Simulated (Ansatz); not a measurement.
**PO (sextet): trial inputs and their diagnosis**

4 inputs are run for PO (sextet) as typed; the log has to tell whether the result can be used and what must change.

The runs use Ansatz 0.2.0, Gaussian basis; the settings change from run to run.

15 further runs of the same task are left out: 5 that didn't finish, 10 set aside as unsound or not needed.

## 1. What is computed

The geometry is a PBE0/def2-TZVP stationary point (not a proven minimum) of the parent state, kept for this charge and spin.

2 atoms, charge 0, spin multiplicity 6.

Atoms are counted from 1 here; the program's logs count them from 0.

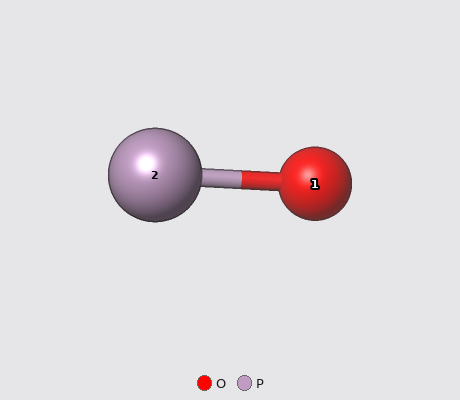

The geometry (oxygen red, phosphorus pink); atoms are numbered from 1 in the order of the file.

Coordinates:

```xyz
2
charge 0, multiplicity 6
O     0.0000    0.0000    0.0000
P     0.0000    0.0000    1.7189
```

## 2. Attempt 1

Contents of in.yaml:

```yaml
crystal:
  periodic: [false, false, false]
  atoms:
    - {symbol: O, position_ang: [0.000000, 0.000000, 0.000000]}
    - {symbol: P, position_ang: [0.000000, 0.000000, 1.718900]}
basis:
  gaussian: {orbitals: 6-31G}
magnetization: {spin_polarized: false, initial_magnetization: 5}
correlation: {method: sc_nevpt2, electrons: outside_noble_gas, active_space: {window: {electrons: 7, orbitals: 6}}}
scf: {lower_state_search: off}
output: {forces: true}
```

Run with:

```bash
ansatz run in.yaml --threads 1 --pin off --events-out ev --progress --plain --max-ram 2393MiB
```

The program printed:

```text
Functional definition: HF
  name "HF"
  cite "Fock, Z. Phys. 61, 126 (1930) doi:10.1007/BF01340294"
  parent pbe
  exchange = exact_x
  correlation = 0
these checks for a lower state are left out or cut short: stability, starts, cluster_reference, orbital_swaps, neighbouring_geometries, increment
215 factors; integrals over basis functions are off by at most 1.6e-4 eV
mean field evaluation 1: about -11297.7652 eV, gradient 1.1e1 eV
mean field evaluation 2: about -11298.1118 eV, gradient 1.1e1 eV
mean field evaluation 4: about -11299.2161 eV, gradient 1.4e0 eV
mean field evaluation 8: about -11299.2578 eV, gradient 3.5e-1 eV
mean field evaluation 16: about -11299.2599 eV, gradient 4.4e-6 eV
mean field -11299.25992347 eV, -415.2401432739 hartree, gradient 4.4e-6 eV, S^2 8.750000; 0 other end points of the search recorded, 0 dependent functions left out
reference -11299.25992347 eV, -415.2401432739 hartree; 14, 9 occupied and 8, 13 virtual orbitals, 215 factors
state -11299.25992347 eV, -415.2401432739 hartree
state -11299.25992347 eV, -415.2401432739 hartree; corrected -11301.57856551 eV, -415.3253517975 hartree
WARN: 1 active orbitals are nearly empty or full. The corrections depend on them more than the energy does, and are more stable in an active space without them
the calculation of the forces begins
Error: an active orbital is full or empty, and SC-NEVPT2 has no forces then: leave it out of the active space
```

Wall time 0.15 s (1 thread of Arm Neoverse V2, shared host).

Diagnosis: The run stopped with an error. It says: «an active orbital is full or empty, and SC-NEVPT2 has no forces then: leave it out of the active space». Cure: drop the forces, or choose an active space whose orbitals are all partly filled.

## 3. Attempt 2

Contents of in.yaml:

```yaml
crystal:
  periodic: [false, false, false]
  atoms:
    - {symbol: O, position_ang: [0.000000, 0.000000, 0.000000]}
    - {symbol: P, position_ang: [0.000000, 0.000000, 1.718900]}
basis:
  gaussian: {orbitals: "6-31G*"}
magnetization: {spin_polarized: false, initial_magnetization: 5}
correlation: {method: sc_nevpt2, electrons: outside_noble_gas}
```

The command is unchanged.

The program printed:

```text
Error: this correlation method needs an active space: name one as the reference
```

Run time: 0.03 s. Hardware: 1 thread of Arm Neoverse V2, shared host.

Diagnosis: The run was refused. This method needs an active space and has none. To mend it, add an active_space block.

## 4. Attempt 3

Contents of in.yaml:

```yaml
crystal:
  periodic: [false, false, false]
  atoms:
    - {symbol: O, position_ang: [0.000000, 0.000000, 0.000000]}
    - {symbol: P, position_ang: [0.000000, 0.000000, 1.718900]}
basis:
  gaussian: {orbitals: 6-31G}
magnetization: {spin_polarized: false, initial_magnetization: 5}
correlation: {method: sc_nevpt2, electrons: outside_noble_gas, active_space: {window: {electrons: 7, orbitals: 7}, places: [1, 2]}}
scf: {lower_state_search: off}
```

Same command.

The program printed:

```text
Error: invalid value for `correlation.active_space`: name one of window, places and ras
```

Run time: 0.03 s. Hardware: 1 thread of Arm Neoverse V2, shared host.

Diagnosis: The run was refused. The active space is defined twice. To mend it, keep one definition.

## 5. Attempt 4

Contents of in.yaml:

```yaml
crystal:
  periodic: [false, false, false]
  atoms:
    - {symbol: O, position_ang: [0.000000, 0.000000, 0.000000]}
    - {symbol: P, position_ang: [0.000000, 0.000000, 1.718900]}
basis:
  gaussian: {orbitals: 6-31G}
magnetization: {spin_polarized: false, initial_magnetization: 5}
correlation: {method: ccsd_t, frozen_orbitals: {O: 9}}
scf: {lower_state_search: off}
output: {forces: true}
```

Same command.

The program printed:

```text
Functional definition: HF
  name "HF"
  cite "Fock, Z. Phys. 61, 126 (1930) doi:10.1007/BF01340294"
  parent pbe
  exchange = exact_x
  correlation = 0
these checks for a lower state are left out or cut short: starts, cluster_reference, orbital_swaps, neighbouring_geometries, increment
Error: "frozen_orbitals" has no count for P
```

Wall time 0.03 s (1 thread of Arm Neoverse V2, shared host).

What is wrong: The run was refused. The frozen-orbital counts are incomplete or too large. Fix: leave frozen_orbitals out, or give each element a count that its core has.

## 6. How the runs ended

| attempt | level | ended | cause | time |
| --- | --- | --- | --- | --- |
| 1 | NEVPT2(7,6)/6-31G | stopped by an error | an active orbital is full or empty, and SC-NEVPT2 has no forces then: leave it out of the active space | 0.15 s |
| 2 | 'sc_nevpt2'/6-31G* | refused | this method needs an active space and has none | 0.03 s |
| 3 | NEVPT2(7,7)/6-31G | refused | the active space is defined twice | 0.03 s |
| 4 | CCSD(T) on ROHF/6-31G | refused | the frozen-orbital counts are incomplete or too large | 0.03 s |

1 stopped by an error, 3 refused.
